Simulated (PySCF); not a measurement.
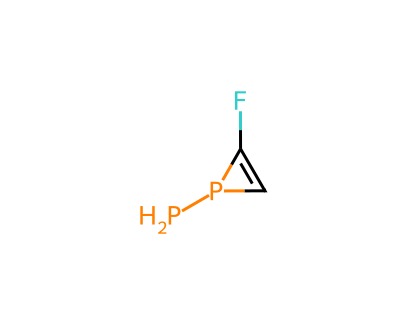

The computed structure is the end point of a GFN2-xTB optimisation. No frequency run is at hand to confirm it as a minimum. Properties computed with CAM-B3LYP/def2-SVPD, gas phase (PySCF 2.14.0). Excitations: vertical, linear response.

Q: What is the LUMO energy (Kohn–Sham orbital)?

A: 0.42 eV.

Q: Estimate the brightest of the 8 lowest singlets.

A: 6.81 eV.

Q: Estimate the HOMO energy (Kohn–Sham orbital).

A: −7.79 eV.

Q: Estimate the dipole moment.

A: 1.18 D.

The geometry is semi-empirical. Around P such bond lengths and angles can be off by a tenth of an ångström or more and by several degrees, and values that hang on the shape move with them.
